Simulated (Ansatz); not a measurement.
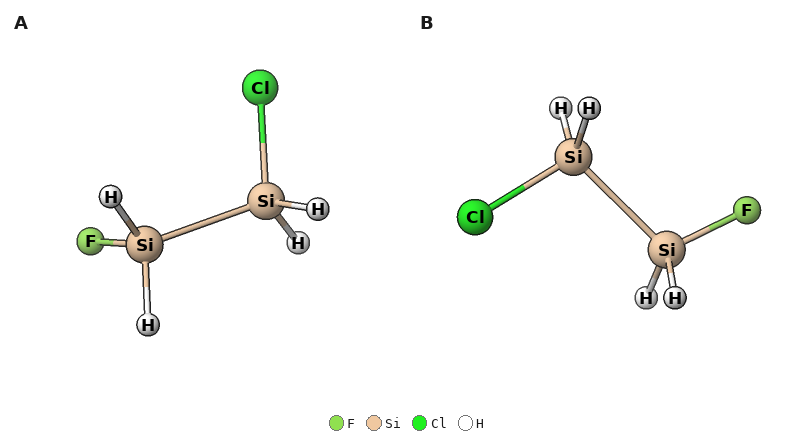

2 stationary structures of one formula. Geometries: PBE0-D4/def2-TZVP. Electronic energies: ωB97M-V/def2-TZVPP (Ansatz 0.2.0), without zero-point energy. No frequency run is at hand to confirm each as a minimum.

Question: Rank them by energy, lowest first.

Answer: B is lowest (Cs); A lies 0.018 eV above it (C1).
